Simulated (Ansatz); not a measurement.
**BGaN (SMILES B#[N+][Ga]) (charge +1, triplet): density, localisation and related maps**

The calculation's input:

```
crystal:
  periodic: [false, false, false]
  atoms:
    - {symbol: B, position_ang: [0.000000, 0.000000, -1.431879]}
    - {symbol: Ga, position_ang: [0.000000, 0.000000, 1.588763]}
    - {symbol: "N", position_ang: [0.000000, 0.000000, -0.156884]}
basis:
  gaussian: {orbitals: def2-TZVPD}
total_charge: 1
magnetization: {spin_polarized: true, initial_magnetization: 2}
hamiltonian: {xc: pbe0}
output: {forces: true, orbitals: {seedname: orbitals}}
```

Run with:

```sh
ansatz run input.yaml --threads 1 --pin off --max-ram 2610MiB --events-out events.jsonl --progress --plain --runs-dir runs
```

Geometry: PBE0-D3(BJ)/def2-SVP.

Computed with isolated molecule in a Gaussian basis; Kohn-Sham density functional theory, functional PBE0 (Ansatz 0.2.0).

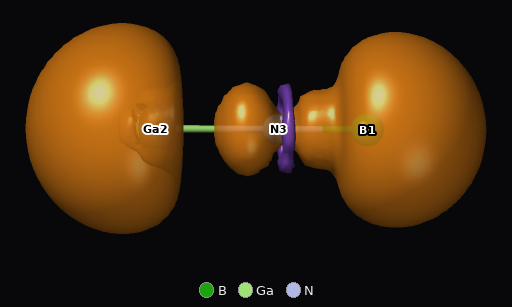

Figure 1. Isosurfaces of the spin density (α minus β) at +0.02 (orange) and −0.02 e/Å³ (purple), seen from one side.

**Which atoms carry the spin?**

The unpaired spin (2 electrons) lies mostly on B1 (about 1.0), Ga2 (about 0.9) and N3 (about 0.1), in electrons by Hirshfeld's partition.

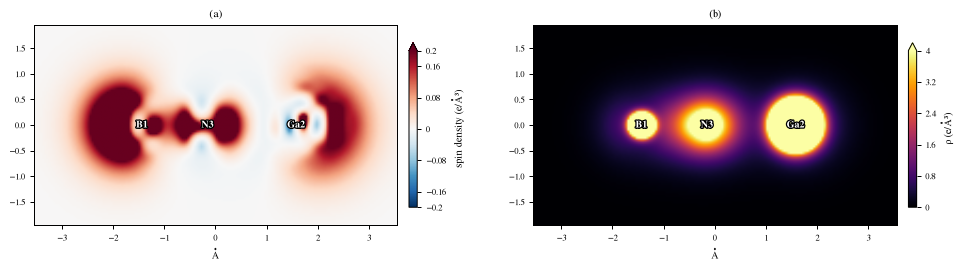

Figure 2. (a) spin density; (b) total electron density on a plane that holds the molecular axis.

**Describe what can be read from this map.**

The plane passes through B, Ga and N nuclei. B–N (1.27 Å): ρ at the midpoint is about 2.4 e/Å³. Ga–N (1.75 Å): ρ is about 1.1 e/Å³ halfway.

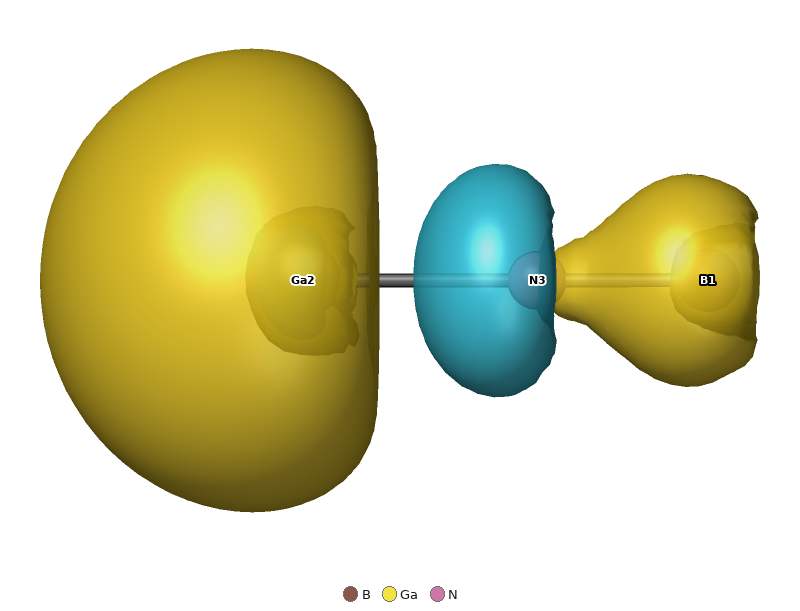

Figure 3. The LUMO (β) at ±0.1 Å⁻³ᐟ² (yellow and cyan are the two phases), seen from one side.

**Describe this orbital and give its energy.**

By Hirshfeld shares it lies mainly on Ga2 (about 80 %) and N3 (about 15 %); it is of σ type. Its energy is −11.21 eV.

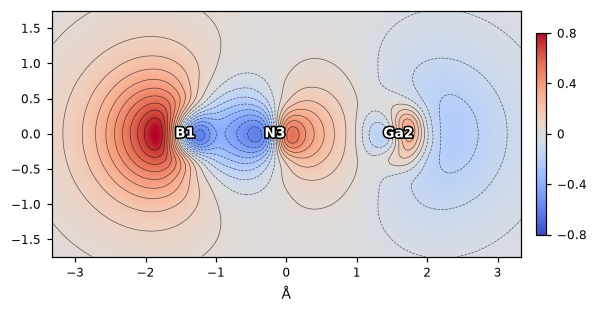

Figure 4. The HOMO (α) on a plane that holds the molecular axis (values in Å⁻³ᐟ²; the overall sign is arbitrary).

**Where does this orbital lie, and at what energy?**

It lies mainly on B1 (about 70 %), Ga2 (about 20 %) and N3 (about 10 %); it is of σ type. Its energy is −14.03 eV.
